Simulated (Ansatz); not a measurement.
**Fields on a plane of ZnSe (zinc blende)**

```yaml
crystal:
  lattice:
    - [0.00000, 2.81676, 2.81676]
    - [2.81676, 0.00000, 2.81676]
    - [2.81676, 2.81676, 0.00000]
  atoms:
    - { symbol: Se, position: [0.75000, 0.75000, 0.75000] }
    - { symbol: Zn, position: [0.00000, 0.00000, 0.00000] }
```

The slice is a {110} plane (indices of the conventional cell) through the point (0.000, 0.000, 0.000) (fractional), spanned by u = [100] and v = [1 -1 -1] in vectors of this cell: u (3.98 Å) and v (5.63 Å, at 90° to u). It covers one period; positions are fractions (u, v).

Atoms on it: Se at (0.50, 0.25); Zn at (0.00, 0.00).

Calculation: PBEsol (plane waves to 420 eV, PAW, scalar-relativistic; Ansatz, a quantum-chemistry and plane-wave program). k mesh 10×10×10. Inside the PAW spheres the values are not all-electron values, and peaks at nuclei hang on which shells count as valence. ZnSe was relaxed with its symmetry unable to fall.

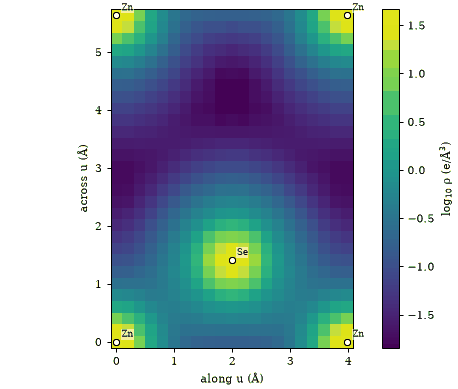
Figure: Log₁₀ of the valence density in e/Å³, one period of the plane, atoms marked. The scale is logarithmic, as a density can span decades between atoms and voids.

```
|xxxxxxxxxx  ==**##%%%%%%##**==  xxxxxxxx|
|xxxxxxxxxx::++##%%%%@@%%%%##++::xxxxxxxx|
|xxxxxxxxxx==**##%%@@@@@@%%##**==xxxxxxxx|
|xxxxxx  --++##%%%%@@@@@@%%%%##++--  xxxx|
|    ::==++##%%%%@@@@@@@@@@%%%%##++==::  |
|====++**##%%%%@@@@@@@@@@@@@@%%%%##**++==|
|######%%%%%%@@@@@@@@@@@@@@@@@@%%%%%%####|
|%%%%%%%%@@@@@@@@@@@@@@@@@@@@@@@@@@%%%%%%|
|@@@@@@@@@@@@@@@@@@@@@@@@@@@@@@@@@@@@@@@@|
|@@@@@@@@@@@@@@@@@@@@@@@@@@@@@@@@@@@@@@@@|
|@@@@@@@@@@@@@@@@@@@@@@@@@@@@@@@@@@@@@@@@|
|@@@@@@@@@@@@@@@@@@@@@@@@@@@@@@@@@@@@@@@@|
|@@@@@@@@@@@@@@%%%%%%%%%%%%%%@@@@@@@@@@@@|
|@@@@@@@@@@@@%%%%##########%%%%@@@@@@@@@@|
|@@@@@@@@@@%%##**++======++**##%%@@@@@@@@|
|@@@@@@@@%%##++--          --++##%%@@@@@@|
|@@@@@@%%##++..  xxxxxxxxxx  ..++##%%@@@@|
|@@@@@@%%**::xxxxxxxxxxxxxxxxxx::**%%@@@@|
|@@@@%%##++  xxxxxxxxxxxxxxxxxx  ++##%%@@|
|%%%%%%**==  xxxxxxxxxxxxxxxxxx  ==**##%%|
|####****--xxxxxxxxxxxxxxxxxxxxxx--****##|
|====++==--  xxxxxxxxxxxxxxxxxx  --==++==|
|    ::--::  xxxxxxxxxxxxxxxxxx  ::--::  |
|xxxxxx  ..  xxxxxxxxxxxxxxxxxx  ..  xxxx|
|xxxxxxxxxx..    xxxxxxxxxx    ..xxxxxxxx|
|xxxxxxxxxx  ::::          ::::  xxxxxxxx|
|xxxxxxxxxx  --==============--  xxxxxxxx|
|xxxxxxxxxxxx==****######****==xxxxxxxxxx|
```
Scale: ten equal steps from -2.00 (start of ' ') to 6.75 (end of '@'), in the order ' .:-=+*#%@'. Values: electrostatic potential energy of an electron, from the cell's mean, in eV. The map has 20 points along u (two characters each, u = 0 at the left) and 28 along v (v = 0 in the bottom row). Points within 1 Å of a nucleus are blanked (x), as the pseudised field means little there. Values under -2 eV are set to -2. The zero, the cell's mean, hangs on the PAW cores.

| Property | Result |
|---|---|
| Density on the Se–Zn line (2.44 Å) at its density minimum, 1.3 Å from Se | 0.44 e/Å³ |
| ELF at that point | 0.4 |
| ELF maximum in the middle third of the Se–Zn line | 0.83, 0.9 Å from Se |
| Character of the Se–Zn contact (rough rule: ELF there above 0.7 covalent, below 0.2 ionic, polar between) | polar, between covalent and ionic |
